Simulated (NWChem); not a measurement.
# triplet C2H6Si: levels of theory compared

We compute a comparison of 3 runs (UHF/3-21G, UB3LYP/6-31G*, UB3LYP/cc-pVDZ) of triplet C2H6Si. 

The results are computed with NWChem 7.3.0.

3 further runs of the same task are left out: 3 set aside as unsound or not needed.

### 1 The molecule

C2H6Si: 9 atoms, total charge 0, spin state triplet. As SMILES of the parent species, `CC[SiH]`. The coordinates come from a PBE0-D4/def2-TZVP relaxation. This is one conformer, not always the lowest. That shape belongs to the parent species and isn't relaxed for this state.

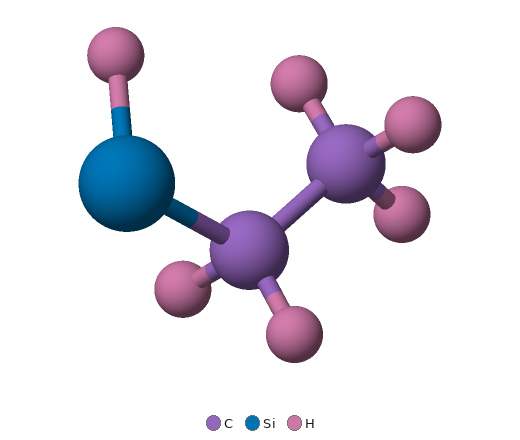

The structure, seen from a chosen angle (carbon purple, silicon blue, hydrogen pink).

### 2 A single-point energy at UHF/3-21G (run 1)

nw.nw

```
start nw
memory total 2200 mb
charge 0

geometry units angstrom noautosym nocenter noautoz
C    -0.593600    0.495600   -0.562700
C     0.423400   -0.563800   -0.158900
Si    1.475100   -0.358700    1.398700
H    -1.208900    0.173100   -1.407700
H    -0.098000    1.423000   -0.860500
H    -1.258400    0.736300    0.269500
H     1.051000   -0.864800   -1.004300
H    -0.103000   -1.497700    0.133400
H     0.401100    0.410600    2.175300
end

basis spherical bse
* library 3-21G
end

scf
triplet
uhf
thresh 1e-08
maxiter 80
end

task scf energy
```

Command:

```sh
$ nwchem nw.nw > nw.out
```

What it wrote:

```text
[...]
  functions       =    43
[...]
  wavefunction    = UHF
[...]
         Total SCF energy =   -366.110908570573
      One electron energy =   -694.371923759481
      Two electron energy =    232.460531667883
 Nuclear repulsion energy =     95.800483521025
                       Sz =      1.0000
                 Sz(Sz+1) =      2.0000
                      S^2 =      2.0047
[...]
```

It took 2.4 s on 1 thread of Intel Xeon Platinum 8488C (Sapphire Rapids), shared host; peak memory 0.1 GiB.

### 3 The energy at UB3LYP/6-31G(d) (Cartesian functions) (run 2)

m1.nw

```
start m1
memory total 2200 mb

geometry noautosym nocenter noautoz
C     -0.593600     0.495600    -0.562700
C      0.423400    -0.563800    -0.158900
Si     1.475100    -0.358700     1.398700
H     -1.208900     0.173100    -1.407700
H     -0.098000     1.423000    -0.860500
H     -1.258400     0.736300     0.269500
H      1.051000    -0.864800    -1.004300
H     -0.103000    -1.497700     0.133400
H      0.401100     0.410600     2.175300
end

basis cartesian
* library 6-31G*
end

dft
xc b3lyp
mult 3
grid xfine
convergence energy 1e-08
maxiter 100
mulliken
end

task dft energy
```

Command:

```sh
$ nwchem m1.nw > m1.out
```

What it wrote:

```text
[...]
          Wavefunction type:  spin polarized.
          No. of atoms     :     9
          No. of electrons :    32
[...]
          Charge           :     0
          Spin multiplicity:     3
[...]
          AO basis - number of functions:    61
[...]
              XC Information
              --------------
                         B3LYP Method XC Potential
                     Hartree-Fock (Exact) Exchange  0.200
                        Slater Exchange Functional  0.800 local
                    Becke 1988 Exchange Functional  0.720 non-local
              Lee-Yang-Parr Correlation Functional  0.810
                  VWN I RPA Correlation Functional  0.190 local
[...]
 d= 0,ls=0.0,diis     1   -369.1646783546 -4.65D+02  7.47D-03  8.26D-02     6.1
[...]
 d= 0,ls=0.0,diis    10   -369.2016072873 -9.48D-09  9.82D-07  1.34D-09    42.6
[...]
         Total DFT energy =     -369.201607287330
      One electron energy =     -697.067077950144
           Coulomb energy =      266.034094486339
    Exchange-Corr. energy =      -33.969107344550
 Nuclear repulsion energy =       95.800483521025
[...]
      Total Density - Mulliken Population Analysis
     ---------------------------------------------
    Atom       Charge   Shell Charges
 -----------   ------   -------------------------------------------------------
    1 C    6     6.43   1.99  0.68  2.12  0.63  0.98  0.03
    2 C    6     6.45   1.99  0.68  2.08  0.63  1.03  0.02
    3 Si  14    13.87   2.00  1.99  5.96  1.13  1.67  0.40  0.69  0.03
    4 H    1     0.84   0.52  0.32
    5 H    1     0.84   0.53  0.31
    6 H    1     0.84   0.53  0.32
    7 H    1     0.84   0.52  0.31
    8 H    1     0.83   0.52  0.31
    9 H    1     1.05   0.49  0.57
[...]
      <S2> =      2.0015 (Exact =     2.0000)
[...]
```

Run time: 43 s. Hardware: 1 thread of Intel Xeon Platinum 8488C (Sapphire Rapids), shared host; peak memory 0.14 GiB.

### 4 The energy at UB3LYP/cc-pVDZ (run 3)

m1.nw

```
start m1
title "C2H6Si"
memory 2200 mb
charge 0

geometry noautosym nocenter noautoz
 C       -0.593600       0.495600      -0.562700
 C        0.423400      -0.563800      -0.158900
 Si       1.475100      -0.358700       1.398700
 H       -1.208900       0.173100      -1.407700
 H       -0.098000       1.423000      -0.860500
 H       -1.258400       0.736300       0.269500
 H        1.051000      -0.864800      -1.004300
 H       -0.103000      -1.497700       0.133400
 H        0.401100       0.410600       2.175300
end

basis spherical bse
 * library cc-pVDZ
end

dft
 xc b3lyp
 mult 3
 grid xfine
 convergence energy 1e-08
 maxiter 100
 mulliken
 noprint "final vectors analysis"
end

task dft energy
```

Command:

```sh
$ nwchem m1.nw > m1.out
```

What it wrote:

```text
[...]
          Wavefunction type:  spin polarized.
          No. of atoms     :     9
          No. of electrons :    32
[...]
          Charge           :     0
          Spin multiplicity:     3
[...]
          AO basis - number of functions:    76
[...]
              XC Information
              --------------
                         B3LYP Method XC Potential
                     Hartree-Fock (Exact) Exchange  0.200
                        Slater Exchange Functional  0.800 local
                    Becke 1988 Exchange Functional  0.720 non-local
              Lee-Yang-Parr Correlation Functional  0.810
                  VWN I RPA Correlation Functional  0.190 local
[...]
 d= 0,ls=0.0,diis     1   -369.1822263413 -4.65D+02  5.41D-03  6.15D-02     6.9
[...]
 d= 0,ls=0.0,diis    11   -369.2178612486 -4.20D-09  2.98D-07  3.71D-10    71.7
[...]
         Total DFT energy =     -369.217861248598
      One electron energy =     -697.016768102374
           Coulomb energy =      265.980452902562
    Exchange-Corr. energy =      -33.982029569811
 Nuclear repulsion energy =       95.800483521025
[...]
      Total Density - Mulliken Population Analysis
     ---------------------------------------------
    Atom       Charge   Shell Charges
 -----------   ------   -------------------------------------------------------
    1 C    6     6.01   2.01  0.66  0.34  2.12  0.82  0.05
    2 C    6     6.15   2.01  0.67  0.45  2.09  0.87  0.05
    3 Si  14    13.96   2.00  2.03  0.84  0.60  6.01  1.34  1.01  0.13
    4 H    1     0.97   0.75  0.20  0.03
    5 H    1     0.97   0.75  0.19  0.03
    6 H    1     0.97   0.75  0.19  0.03
    7 H    1     0.97   0.75  0.19  0.03
    8 H    1     0.95   0.74  0.18  0.03
    9 H    1     1.05   0.70  0.34  0.01
[...]
      <S2> =      2.0017 (Exact =     2.0000)
[...]
```

Wall time 72 s (1 thread of Intel Xeon Platinum 8488C (Sapphire Rapids), shared host); peak memory 0.14 GiB.

### 5 All runs side by side

| run | level | Cartesian functions | iteration cap | energy (Eh) | dipole moment (D) | HOMO energy (eV) | LUMO energy (eV) | wall time |
| --- | --- | --- | --- | --- | --- | --- | --- | --- |
| 1 | UHF/3-21G | no | 80 | -366.110909 | 0.87 | -7.69 | 0.29 | 2.4 s |
| 2 | UB3LYP/6-31G* (Cartesian functions) | yes | 100 | -369.201607 | 1.02 | -4.61 | -3.94 | 43 s |
| 3 | UB3LYP/cc-pVDZ | no | 100 | -369.217861 | 1.02 | – | – | 72 s |

### 6 Outcome

| quantity | value |
| --- | --- |
| run 3: total energy | -369.21786 Eh |
| run 3: dipole moment | 1.02 D |
| run 3: ⟨S²⟩ | 2.002 |

What this shows: The dipole moment (its size) runs from 0.87 D (UHF/3-21G) to 1.02 D (UB3LYP/6-31G*). The two ends differ in method and basis. All runs together took 2 min, the longest 72 s.
